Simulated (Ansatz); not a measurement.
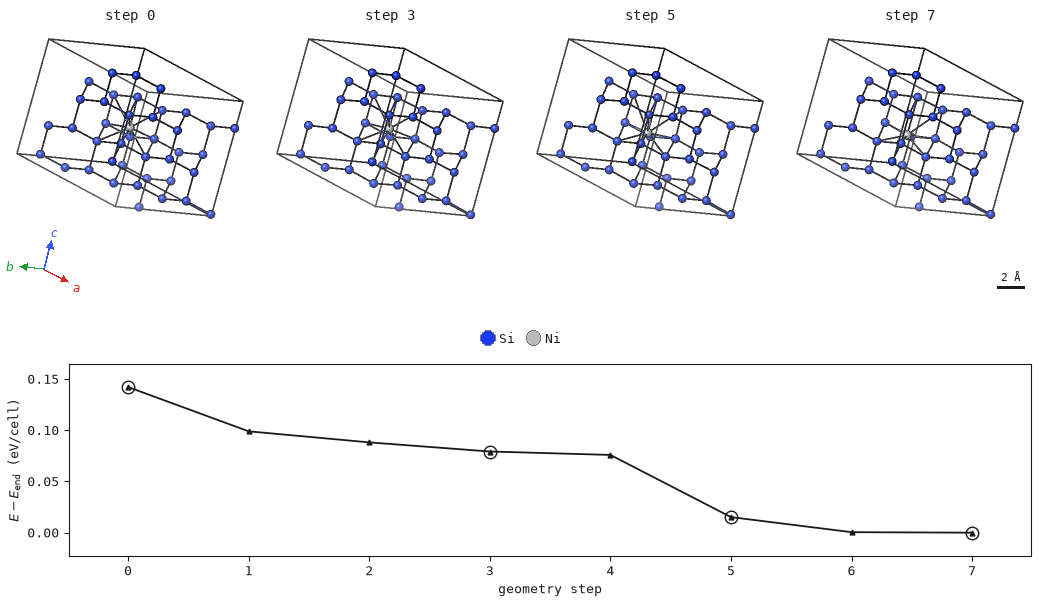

Frames of a relaxation of a defect cell of composition Si₃₂Ni, marked on the history of the run. The picture is a ball-and-stick view of the cell of the calculation (origin shifted), seen from a free direction.

Case: Ni interstitial, charge +0, atoms relaxed.

These are results of DFT PBE, scalar-relativistic, plane waves, PAW in Ansatz, not measurements.

The input:
```yaml
crystal:
  lattice:
    - [5.4700937585, 5.4700937585, -5.4700937585]
    - [-5.4700937585, -5.4700937585, -5.4700937585]
    - [-5.4700937585, 5.4700937585, 5.4700937585]
  atoms:
    - { symbol: Si, position: [0.25, 0.0, 0.0] }
    - { symbol: Si, position: [0.5, 0.75, 0.0] }
    - { symbol: Si, position: [0.75, 0.5, 0.0] }
    - { symbol: Si, position: [0.75, 0.0, 0.5] }
    - { symbol: Si, position: [0.0, 0.0, 0.25] }
    - { symbol: Si, position: [0.25, 0.75, 0.25] }
    - { symbol: Si, position: [0.5, 0.5, 0.25] }
    - { symbol: Si, position: [0.75, 0.25, 0.25] }
    - { symbol: Si, position: [0.0, 0.25, 0.0] }
    - { symbol: Si, position: [0.5, 0.0, 0.75] }
    - { symbol: Si, position: [0.75, 0.75, 0.75] }
    - { symbol: Si, position: [0.0, 0.75, 0.5] }
    - { symbol: Si, position: [0.25, 0.5, 0.5] }
    - { symbol: Si, position: [0.5, 0.25, 0.5] }
    - { symbol: Si, position: [0.0, 0.5, 0.75] }
    - { symbol: Si, position: [0.25, 0.25, 0.75] }
    - { symbol: Si, position: [0.25, 0.25, 0.0] }
    - { symbol: Si, position: [0.5, 0.0, 0.0] }
    - { symbol: Si, position: [0.75, 0.75, 0.0] }
    - { symbol: Si, position: [0.75, 0.25, 0.5] }
    - { symbol: Si, position: [0.0, 0.25, 0.25] }
    - { symbol: Si, position: [0.25, 0.0, 0.25] }
    - { symbol: Si, position: [0.5, 0.75, 0.25] }
    - { symbol: Si, position: [0.75, 0.5, 0.25] }
    - { symbol: Si, position: [0.0, 0.5, 0.0] }
    - { symbol: Si, position: [0.5, 0.25, 0.75] }
    - { symbol: Si, position: [0.75, 0.0, 0.75] }
    - { symbol: Si, position: [0.0, 0.0, 0.5] }
    - { symbol: Si, position: [0.25, 0.75, 0.5] }
    - { symbol: Si, position: [0.5, 0.5, 0.5] }
    - { symbol: Si, position: [0.0, 0.75, 0.75] }
    - { symbol: Si, position: [0.25, 0.5, 0.75] }
    - { symbol: Ni, position: [-0.0036471589, -0.0126019476, -0.0157691123], spin: 2.0 }
basis:
  ecutwfc: 420
  xc_grid: 2
kpoints:
  mp_grid: { grid: [2, 2, 2], shift: [0.5, 0.5, 0.5] }
hamiltonian:
  xc: pbe
scf:
  occupations: { method: gaussian, width: 0.02 }
output:
  forces: true
  stress: false
  eigenvalues: true
  populations: true
  write_density: true
  write_potential: true
  elf: true
  volumetric_format: npy
magnetization:
  spin_polarized: true
relax:
  adjacent_minimum: "off"
  f_tol: 0.02
  max_steps: 60
```

Launched with:
```bash
ansatz run input.yaml --threads 4 --pin off --max-ram 10240MiB --backend cpu --events-out ev --progress --plain --runs-dir out
```

> What happens along the run?

Ni33 moves most: 0.68 Å roughly along −c. Largest moves by element: Ni 0.68 Å, Si 0.09 Å. The lattice vectors keep their values. Some distances before and after: Si5–Ni33 2.469 → 3.139 Å, Si19–Ni33 2.736 → 3.281 Å, Si22–Ni33 2.776 → 3.282 Å, Si21–Ni33 2.871 → 3.281 Å. Bond angles that change, for instance: Si1–Ni33–Si27 129.2° → 160.7°, Si30–Si11–Ni33 177.5° → 158.9°, Si17–Ni33–Si27 90.6° → 109.1°. After 7 geometry steps the energy has fallen by 0.142 eV per cell of the calculation. The largest force component goes from 0.55 to 0.0084 eV/Å. The program noted that the starting moments weren't kept. Cost: 4.1 min on 4 threads of Arm Neoverse V2, with other jobs on the host, peak memory 1.8 GiB. From step 0 to 3: Ni33 moves most (0.16 Å), energy −62.9 meV per cell of the calculation. From step 3 to 5: Ni33 moves most (0.36 Å), energy −64.1 meV per cell of the calculation. From step 5 to 7: Ni33 moves most (0.19 Å), energy −15.2 meV per cell of the calculation.

```csv
step,"E − E(0), meV/atom","largest force component, eV/Å"
0,0.00,0.5489
1,-1.31,0.2464
2,-1.64,0.0333
3,-1.91,0.1192
4,-2.01,0.3675
5,-3.85,0.1393
6,-4.29,0.0270
7,-4.31,0.0084
```
